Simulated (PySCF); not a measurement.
# C₂H₅ClGeS₂: electronic excitations

Aim: predict the electronic excitations of C₂H₅ClGeS₂ (`[Cl][GeH]1[S]CC[S]1`).

Programs: PySCF 2.14.0, with density-fitted response routines of our own. Each step states its level of theory. These are calculated values for one molecule in the gas phase, unless marked as measured. Atoms count from 0, in the outputs and in this text.

**1. The molecule as given**

11 atoms, charge 0, multiplicity 1; geometry from: GFN2-xTB.

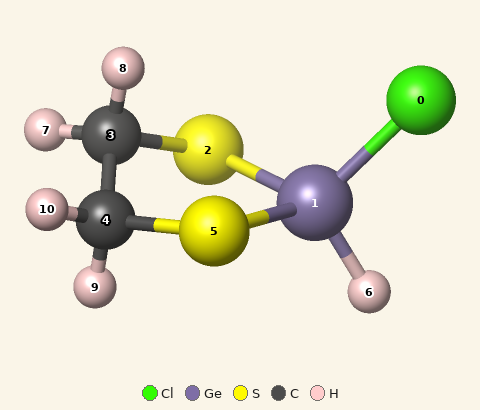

As it starts; chlorine green, germanium purple, sulfur yellow, carbon dark grey, hydrogen pink, atoms numbered.

**2. Excited states and response: CAM-B3LYP/def2-SVPD**

What the job is given:

```
{"job": {"kind": "uv", "xc": "CAM-B3LYP", "basis": "def2-SVPD", "nstates": 8, "ntriplets": 3}, "charge": 0, "multiplicity": 1}
Cl     3.197621     0.062999     1.380502
Ge     1.794650    -0.054042    -0.204212
S      0.370985     1.675797    -0.289400
C     -1.046219     0.710336     0.365871
C     -1.141162    -0.660100    -0.266913
S      0.316612    -1.703068     0.127836
H      2.615093    -0.176355    -1.498372
H     -1.931544     1.298967     0.126838
H     -0.941476     0.637782     1.448954
H     -1.231449    -0.587903    -1.350568
H     -1.997689    -1.201742     0.133500
```

With the program's defaults for keys left out, this is: TDDFT CAM-B3LYP/def2-SVPD, vertical, gas phase, core orbitals frozen in the response.

Run with:

```console
OMP_NUM_THREADS=1 python probes_run.py task.json out
```

This one command runs all jobs of the session in turn.

Log:

```text
coarse grid: 49088 points
cycle   1  E = -3412.2373394170  dE =  9.910e-02  |g| = 5.811e-01  |ddm| = 4.243e+00
cycle   2  E = -3412.2323524562  dE =  4.987e-03  |g| = 6.722e-01  |ddm| = 1.636e+00
cycle   3  E = -3412.3119873230  dE = -7.963e-02  |g| = 2.989e-02  |ddm| = 8.103e-01
cycle   4  E = -3412.3122882212  dE = -3.009e-04  |g| = 1.289e-02  |ddm| = 9.766e-02
cycle   5  E = -3412.3123465740  dE = -5.835e-05  |g| = 3.240e-03  |ddm| = 3.013e-02
cycle   6  E = -3412.3123503024  dE = -3.728e-06  |g| = 1.122e-03  |ddm| = 8.475e-03
final grid: 97552 points
cycle   7  E = -3412.3123638306  dE = -1.758e-07  |g| = 1.207e-03  |ddm| = 4.109e-03
cycle   8  E = -3412.3123637207  dE =  1.098e-07  |g| = 1.378e-03  |ddm| = 3.436e-03
cycle   9  E = -3412.3123642269  dE = -5.061e-07  |g| = 7.305e-05  |ddm| = 1.879e-03
cycle  10  E = -3412.3123642290  dE = -2.118e-09  |g| = 2.483e-05  |ddm| = 1.892e-04
cycle  11  E = -3412.3123642295  dE = -4.839e-10  |g| = 6.285e-06  |ddm| = 1.029e-04
converged SCF energy = -3412.3123642295

Static polarisability (au): isotropic 105.204, principal 87.378 106.097 122.139

Singlet excitations
state   eV       nm        f      main configurations
  1   5.0710    244.5   0.00169   H->L 0.84
  2   5.2517    236.1   0.01203   H-1->L 0.82
  3   5.8373    212.4   0.00206   H->L+1 0.65, H-1->L+2 0.18
  4   5.9727    207.6   0.01809   H-1->L+1 0.48, H->L+2 0.35
  5   6.4155    193.3   0.00815   H->L+2 0.43, H-1->L+1 0.30
  6   6.4463    192.3   0.00173   H-1->L+2 0.54, H->L+1 0.15, H->L+2 0.08
  7   6.7570    183.5   0.05799   H-2->L 0.58, H->L+3 0.17
  8   6.9340    178.8   0.04162   H->L+3 0.45, H-2->L+1 0.10, H-1->L+3 0.09

Triplet excitations (Tamm-Dancoff, eV): 4.6836 4.8201 5.3041
```

It took 70 s on 1 thread of Arm Neoverse N1, shared host; peak memory 0.89 GiB.

The orbitals next to the gap, with their largest atomic shares:

| orbital | eV | atoms |
| --- | --- | --- |
| HOMO−3 | -10.27 | Cl0 54 %, Ge1 14 %, H6 9 % |
| HOMO−2 | -9.86 | S2 32 %, S5 29 %, Cl0 19 % |
| HOMO−1 | -8.77 | S5 39 %, S2 32 %, Ge1 7 % |
| HOMO | -8.60 | S2 41 %, S5 34 %, C3 7 % |
| LUMO | -0.01 | S5 26 %, S2 26 %, Ge1 17 % |
| LUMO+1 | 0.44 | Ge1 20 %, S5 18 %, S2 17 % |
| LUMO+2 | 0.78 | Ge1 29 %, S2 21 %, S5 18 % |

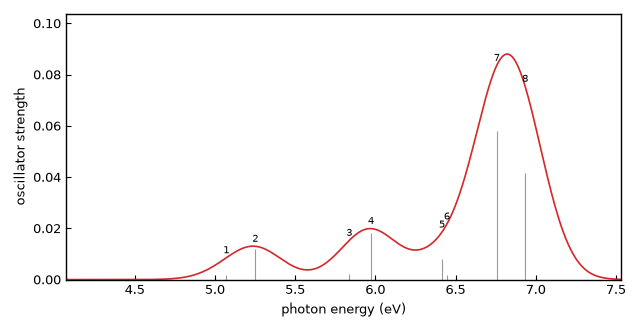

Absorption spectrum from the 8 singlet states computed; above the last one it falls off for lack of states. Lines are broadened to a width of 0.40 eV (Gaussian).

Further results of this job:

| property | computed |
| --- | --- |
| dipole moment (D) | 2.66 |
| polarisability (Å³) | 15.59 |
| HOMO–LUMO gap (eV) | 8.59 |
| −ε(HOMO) (eV) | 8.60 |

**3. Outcome**

| quantity | value |
| --- | --- |
| lowest singlet (CAM-B3LYP/def2-SVPD) | 5.07 eV (244 nm), f = 0.002 |
| brightest single state of those computed | state 7, 6.76 eV, f = 0.058 |
| lowest triplet | 4.68 eV |

**Reading.** The first singlet state (HOMO→LUMO 0.84) lies at 5.07 eV and is weak; of the 8 states computed, the strongest absorption comes from state 7 at 6.76 eV (the last state computed is bright too, and its partners may lie past the list). The lowest triplet lies 0.39 eV below the lowest singlet (triplets in Tamm-Dancoff, singlets in full TDDFT).
